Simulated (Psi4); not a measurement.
# SiCl2F (SMILES F[Si](Cl)Cl): UHSE06/6-311+G(d,p)

What is the vertical doublet–quartet gap of SiCl2F at UHSE06/6-311+G**? Input form: a QCSchema input.

Program for the calculation: Psi4 1.11.

1 further run of the same task is left out (set aside as unsound or not needed).

### Step 1. Starting point

SiCl2F: 4 atoms, total charge 0, spin state doublet. As SMILES, `F[Si](Cl)Cl`. The shape is that of a GFN2-xTB optimisation.

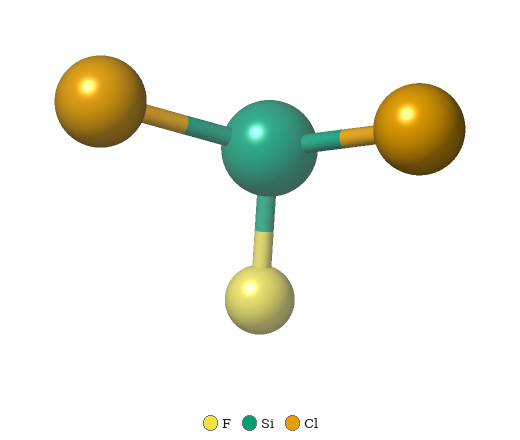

The structure, seen from a chosen angle (fluorine yellow, silicon teal, chlorine amber).

### Step 2. Energy and gradient at UHSE06/6-311+G(d,p)

input.json

```json
{
 "schema_name": "qcschema_input",
 "schema_version": 1,
 "molecule": {
  "schema_name": "qcschema_molecule",
  "schema_version": 2,
  "symbols": ["F", "Si", "Cl", "Cl"],
  "geometry": [2.24559935, -0.7113874, 1.71432175, 0.11888267, -0.79788016, -0.48303289, -3.18681524, -0.75439757, 1.38278819, 0.82233322, 2.26364623, -2.61409594],
  "molecular_charge": 0,
  "molecular_multiplicity": 2,
  "fix_symmetry": "c1",
  "fix_com": true,
  "fix_orientation": true
 },
 "driver": "gradient",
 "model": {
  "method": "hse06",
  "basis": "6-311+G**"
 },
 "keywords": {
  "reference": "uks",
  "puream": true,
  "e_convergence": 1e-09,
  "d_convergence": 1e-08,
  "scf_type": "pk",
  "dft_radial_points": 99,
  "dft_spherical_points": 590,
  "maxiter": 200,
  "scf_properties": ["LOWDIN_CHARGES", "QUADRUPOLE", "WIBERG_LOWDIN_INDICES"]
 }
}
```

Started as:

```bash
$ psi4 --qcschema input.json -n 1 --memory 1600MB
```

stdout, shortened:

```text
[...]
  Running in c1 symmetry.
[...]
  Nuclear repulsion =  267.856067090070155
[...]
  Multiplicity = 2
[...]
  Nalpha       = 29
  Nbeta        = 28
[...]
    Number of basis functions: 112
[...]
   @UKS iter   1: -1309.35481794936800   -5.61976e-02   4.86756e-03 ADIIS/DIIS
[...]
   @UKS iter  12: -1309.44350009786285   -4.54747e-12   2.07627e-09 DIIS
[...]
   @S^2 Observed:                7.517183293E-01
[...]
    Orbital Energies [Eh]
    ---------------------
    Alpha Occupied:
       1A   -101.748086     2A   -101.748077     3A    -66.358511
       4A    -24.770840     5A     -9.553394     6A     -9.553385
       7A     -7.286915     8A     -7.286908     9A     -7.279976
      10A     -7.279970    11A     -7.279416    12A     -7.279409
      13A     -5.431404    14A     -3.766628    15A     -3.765208
      16A     -3.764595    17A     -1.231291    18A     -0.891151
      19A     -0.868606    20A     -0.579183    21A     -0.490693
      22A     -0.484367    23A     -0.473411    24A     -0.427520
      25A     -0.392260    26A     -0.375476    27A     -0.361654
      28A     -0.352630    29A     -0.261172
    Alpha Virtual:
[...]
  @UKS Final Energy: -1309.44350009786285
   => Energetics <=
    Nuclear Repulsion Energy =            267.8560670900701552
    One-Electron Energy =               -2344.5209923444740525
    Two-Electron Energy =                 834.2221436546115001
    DFT Exchange-Correlation Energy =     -67.0007184980704693
    Empirical Dispersion Energy =           0.0000000000000000
    VV10 Nonlocal Energy =                  0.0000000000000000
    Total Energy =                      -1309.4435000978628523
[...]
 Multipole Moments:
 ------------------------------------------------------------------------------------
     Multipole            Electronic (a.u.)      Nuclear  (a.u.)        Total (a.u.)
 ------------------------------------------------------------------------------------
 L = 1.  Multiply by 2.5417464519 to convert [e a0] to [Debye]
 Dipole X            :         18.1076082          -18.3214428           -0.2138346
 Dipole Y            :         -8.3436225            8.0844184           -0.2592041
 Dipole Z            :         11.8557966          -12.2657965           -0.4099998
 Magnitude           :                                                    0.5301055
 L = 2.  Multiply by 1.3450342976 to convert [e a0^2] to [Debye ang]
 Quadrupole XX       :       -262.8410097          229.7267073          -33.1143025
 Quadrupole XY       :        -56.8905186           56.8097743           -0.0807442
[...]
  -Total Gradient:
     Atom            X                  Y                   Z
    ------   -----------------  -----------------  -----------------
       1       -0.000272026040     0.003077530778     0.002014603455
       2       -0.015610045600     0.010905658001    -0.007448654728
       3        0.014629317432    -0.001919617269    -0.003989456794
       4        0.001232327580    -0.012048072754     0.009415215447
[...]
```

The result, in JSON:

```text
{
 "driver": "gradient",
 "model": {
  "method": "hse06",
  "basis": "6-311+G**"
 },
 "success": true,
 "return_result": [-0.0002720260403198671, 0.0030775307776006212, 0.0020146034550100334, -0.015610045600254445, 0.010905658000520152, -0.007448654727669965, 0.014629317432464178, -0.0019196172685347086, -0.003989456794050841, 0.0012323275800205681, -0.012048072753908207, 0.00941521544680922],
 "properties": {
  "calcinfo_nbasis": 112,
  "calcinfo_nmo": 112,
  "calcinfo_nalpha": 29,
  "calcinfo_nbeta": 28,
  "calcinfo_natom": 4,
  "nuclear_repulsion_energy": 267.85606709007016,
  "return_energy": -1309.4435000978629,
  "return_gradient": [-0.0002720260403198671, 0.0030775307776006212, 0.0020146034550100334, -0.015610045600254445, 0.010905658000520152, -0.007448654727669965, 0.014629317432464178, -0.0019196172685347086, -0.003989456794050841, 0.0012323275800205681, -0.012048072753908207, 0.00941521544680922],
  "scf_one_electron_energy": -2344.520992344474,
  "scf_two_electron_energy": 834.2221436546115,
  "scf_xc_energy": -67.00071849807047,
  "scf_dipole_moment": [-0.21383462108169837, -0.25920411319746606, -0.4099998458421581],
  "scf_total_energy": -1309.4435000978629,
  "scf_total_gradient": [-0.0002720260403198671, 0.0030775307776006212, 0.0020146034550100334, -0.015610045600254445, 0.010905658000520152, -0.007448654727669965, 0.014629317432464178, -0.0019196172685347086, -0.003989456794050841, 0.0012323275800205681, -0.012048072753908207, 0.00941521544680922],
  "scf_iterations": 12
 }
}
```

Run time: 59 s. Hardware: 1 thread of Intel Xeon Platinum 8259CL at 2.50GHz (Skylake/Cascade Lake), shared host; peak memory 0.76 GiB.

### Step 3. The quartet, same level

job.json

```json
{
  "schema_name": "qcschema_input",
  "schema_version": 1,
  "molecule": {
    "schema_name": "qcschema_molecule",
    "schema_version": 2,
    "symbols": ["F", "Si", "Cl", "Cl"],
    "geometry": [2.24559935, -0.7113874, 1.71432175, 0.11888267, -0.79788016, -0.48303289, -3.18681524, -0.75439757, 1.38278819, 0.82233322, 2.26364623, -2.61409594],
    "molecular_charge": 0,
    "molecular_multiplicity": 4,
    "fix_symmetry": "c1",
    "fix_com": true,
    "fix_orientation": true
  },
  "driver": "gradient",
  "model": {
    "method": "hse06",
    "basis": "6-311+G**"
  },
  "keywords": {
    "reference": "uks",
    "puream": true,
    "e_convergence": 1e-09,
    "d_convergence": 1e-08,
    "scf_type": "pk",
    "dft_radial_points": 99,
    "dft_spherical_points": 590,
    "maxiter": 200,
    "scf_properties": ["QUADRUPOLE", "WIBERG_LOWDIN_INDICES", "DIPOLE"]
  }
}
```

Started as:

```bash
$ psi4 --qcschema job.json -n 1 --memory 1600MB
```

stdout, shortened:

```text
[...]
  Running in c1 symmetry.
[...]
  Nuclear repulsion =  267.856067090070155
[...]
  Multiplicity = 4
[...]
  Nalpha       = 30
  Nbeta        = 27
[...]
    Number of basis functions: 112
[...]
   @UKS iter   1: -1309.05538524968051    2.43235e-01   4.95104e-03 ADIIS/DIIS
[...]
   @UKS iter  21: -1309.15705651444159   -1.36424e-12   1.28024e-09 DIIS
[...]
   @S^2 Observed:                3.754813578E+00
[...]
  @UKS Final Energy: -1309.15705651444159
   => Energetics <=
    Nuclear Repulsion Energy =            267.8560670900701552
    One-Electron Energy =               -2343.2952632524820729
    Two-Electron Energy =                 833.2471796243129347
    DFT Exchange-Correlation Energy =     -66.9650399763424815
    Empirical Dispersion Energy =           0.0000000000000000
    VV10 Nonlocal Energy =                  0.0000000000000000
    Total Energy =                      -1309.1570565144413649
[...]
 Multipole Moments:
 ------------------------------------------------------------------------------------
     Multipole            Electronic (a.u.)      Nuclear  (a.u.)        Total (a.u.)
 ------------------------------------------------------------------------------------
 L = 1.  Multiply by 2.5417464519 to convert [e a0] to [Debye]
 Dipole X            :         17.7230343          -18.3214428           -0.5984086
 Dipole Y            :         -7.5262011            8.0844184            0.5582173
 Dipole Z            :         12.0871561          -12.2657965           -0.1786403
 Magnitude           :                                                    0.8376227
 L = 2.  Multiply by 1.3450342976 to convert [e a0^2] to [Debye ang]
 Quadrupole XX       :       -262.8090536          229.7267073          -33.0823463
 Quadrupole XY       :        -55.8077045           56.8097743            1.0020698
[...]
  -Total Gradient:
     Atom            X                  Y                   Z
    ------   -----------------  -----------------  -----------------
       1       -0.001733151907    -0.015773267650    -0.013658556251
       2       -0.026090430597     0.074726251980     0.030173747540
       3        0.058335869563     0.003997038431    -0.052569406622
       4       -0.030520557091    -0.062940969240     0.036053226382
[...]
```

The result, in JSON:

```text
{
 "driver": "gradient",
 "model": {
  "method": "hse06",
  "basis": "6-311+G**"
 },
 "success": true,
 "return_result": [-0.001733151906616659, -0.01577326765008981, -0.013658556251209333, -0.02609043059682594, 0.07472625197950594, 0.030173747539728964, 0.0583358695631095, 0.003997038431371801, -0.05256940662236501, -0.0305205570907161, -0.06294096923988028, 0.036053226381809814],
 "properties": {
  "calcinfo_nbasis": 112,
  "calcinfo_nmo": 112,
  "calcinfo_nalpha": 30,
  "calcinfo_nbeta": 27,
  "calcinfo_natom": 4,
  "nuclear_repulsion_energy": 267.85606709007016,
  "return_energy": -1309.1570565144416,
  "return_gradient": [-0.001733151906616659, -0.01577326765008981, -0.013658556251209333, -0.02609043059682594, 0.07472625197950594, 0.030173747539728964, 0.0583358695631095, 0.003997038431371801, -0.05256940662236501, -0.0305205570907161, -0.06294096923988028, 0.036053226381809814],
  "scf_one_electron_energy": -2343.295263252482,
  "scf_two_electron_energy": 833.2471796243129,
  "scf_xc_energy": -66.96503997634248,
  "scf_dipole_moment": [-0.5984085572044897, 0.5582173118520082, -0.17864032871737656],
  "scf_total_energy": -1309.1570565144416,
  "scf_total_gradient": [-0.001733151906616659, -0.01577326765008981, -0.013658556251209333, -0.02609043059682594, 0.07472625197950594, 0.030173747539728964, 0.0583358695631095, 0.003997038431371801, -0.05256940662236501, -0.0305205570907161, -0.06294096923988028, 0.036053226381809814],
  "scf_iterations": 21
 }
}
```

Wall time 83 s (1 thread of Intel Xeon Platinum 8259CL at 2.50GHz (Skylake/Cascade Lake), shared host); peak memory 0.76 GiB.

### Step 4. What came out

At UHSE06/6-311+G**:

```
                                        quantity           value
                           doublet: total energy  -1309.44350 Eh
                          doublet: dipole moment          1.35 D
     doublet: HOMO energy (highest over α and β)        -7.11 eV
      doublet: LUMO energy (lowest over α and β)        -4.07 eV
                                   doublet: ⟨S²⟩           0.752
               doublet: largest force on an atom      1.051 eV/Å
                           quartet: total energy  -1309.15706 Eh
                          quartet: dipole moment          2.13 D
     quartet: HOMO energy (highest over α and β)        -2.03 eV
                                   quartet: ⟨S²⟩           3.755
               quartet: largest force on an atom      4.356 eV/Å
vertical energy of the quartet above the doublet        7.795 eV
```

In words: At this shape the quartet lies 7.79 eV (180 kcal/mol) above the doublet. The largest force (doublet) is 1.05 eV/Å: the shape isn't a stationary point for this species at this level.
